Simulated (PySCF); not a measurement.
SMILES CC(=O)c1ccc([SiH3])s1 (C6H8OSSi) at its GFN2-xTB optimised geometry (Å):

```
17

C     -0.7514    -3.2397    -0.0142
C     -1.3603    -1.8560     0.0022
O     -2.5589    -1.6712     0.0157
C     -0.4126    -0.7497     0.0000
C      0.9627    -0.7497     0.0000
C      1.5024     0.5416     0.0000
C      0.5580     1.5372    -0.0003
Si     0.8204     3.3979    -0.0122
S     -1.0319     0.8718     0.0001
H     -1.5457    -3.9811    -0.0132
H     -0.1230    -3.3796     0.8624
H     -0.1386    -3.3648    -0.9041
H      1.5596    -1.6442     0.0008
H      2.5589     0.7460     0.0007
H      2.2601     3.6192     0.1253
H      0.3277     3.9322    -1.2822
H      0.0869     3.9811     1.1104
```

Level of theory: PBE/def2-SVP (PySCF).

Map of the LUMO amplitude (bohr^(-3/2)) on the plane z = 0.8 Å; orbital energy -2.66 eV, overall sign arbitrary:

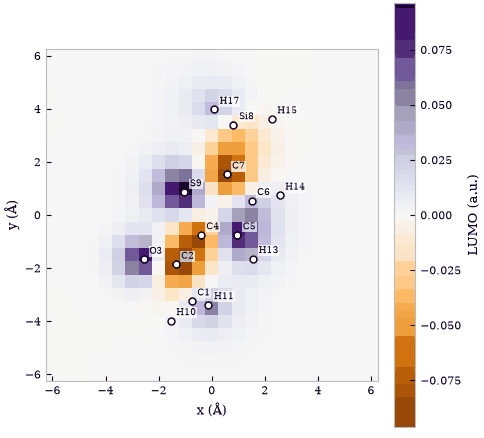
Figure: LUMO amplitude (bohr^(-3/2)) on the plane z = 0.8 Å.
